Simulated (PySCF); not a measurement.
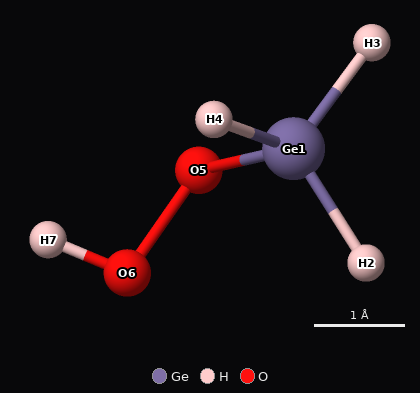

Figure 1. The input geometry of run A (ball-and-stick view, seen at a tilt; atoms are numbered from 1 in the order of the input). Sticks mark near contacts.

# GeH$_{4}$O$_{2}$: a changed input and its effect

System: GeH$_{4}$O$_{2}$.
Method of run A: RKS PBE-D4/def2-TZVPP, density fitting (PySCF 2.14.0).

The geometry comes from this level: PBE0-D4/def2-TZVP. Text and figures count atoms from 1; the logs count them from 0 in places.

### Input file, run A
```python
import json, numpy as np
from pyscf import gto, scf, dft, mp, cc
EV, BOHR = 27.211386245988, 0.529177210903
mol = gto.M(atom="""
Ge -1.161928 -0.187662 -0.306138
H -0.901241 -1.435778 -1.157924
H -1.907433 -0.505459 0.996674
H -1.850074 0.916193 -1.123844
O 0.423017 0.448865 0.288126
O 1.180558 0.703091 -0.909173
H 1.367487 1.643925 -0.805922
""", basis="def2-tzvpp", charge=0, spin=0, max_memory=8670, verbose=0)
def mean_field(mol, dm=None):
    mf = dft.RKS(mol, xc="pbe").density_fit()
    mf.conv_tol = 1e-9; mf.grids.level = 4
    mf.kernel(dm0=dm)
    if not mf.converged: mf = mf.newton().run(mf.mo_coeff, mf.mo_occ)
    assert mf.converged
    return mf
def d4(mol):
    from pyscf.dispersion.dftd4 import DFTD4Dispersion
    real = gto.M(atom=[(mol.atom_pure_symbol(i), mol.atom_coord(i)) for i in range(7)], unit='B', charge=mol.charge, spin=None, basis='def2-svp', verbose=0)
    r = DFTD4Dispersion(real, xc="pbe", atm=True).get_dispersion(grad=True); return r["energy"], r["gradient"]
def energy_and_gradient(mol, dm=None):
    mf = mean_field(mol, dm); e, g = d4(mol)
    return mf, (mf.e_tot + e) * EV, (mf.nuc_grad_method().kernel()[:7] + g) * EV / BOHR
out = {}
mf = mean_field(mol); e = d4(mol)[0]
out.update(energy=(mf.e_tot + e) * EV, converged=True, dispersion=e * EV)
out['s2'] = mf.spin_square()[0]; out['nelec'] = mol.nelec
print(f"Total energy {out['energy']:.6f} eV, <S^2> {out['s2']:.4f}")
json.dump(out, open("out.json", "w"), default=float)
```

Launched with:
```bash
OMP_NUM_THREADS=4 python run.py
```

Hardware: 4 threads of Arm Neoverse V1, 23 GiB of memory available, shared host.

### Output (run A)
```
Total energy -60664.007999 eV, <S^2> 0.0000
```

For run B the input was changed thus:
```diff
-    mf = dft.RKS(mol, xc="pbe").density_fit()
+    mf = dft.RKS(mol, xc="pbe0").density_fit()
-    r = DFTD4Dispersion(real, xc="pbe", atm=True).get_dispersion(grad=True); return r["energy"], r["gradient"]
+    r = DFTD4Dispersion(real, xc="pbe0", atm=True).get_dispersion(grad=True); return r["energy"], r["gradient"]
```

How does run B compare with run A?

The total energies belong to different models, so their difference says nothing on which is more stable or more accurate. The functional changes from PBE to PBE0.

### Output (run B)
```
Total energy -60665.273840 eV, <S^2> 0.0000
```

### The two runs side by side

```tsv
quantity	run A	run B
outcome	converged	converged
total energy (hartree)	−2229.361174	−2229.407693
basis functions	166	166
wall time (shared host)	8.2 s	7.8 s
```
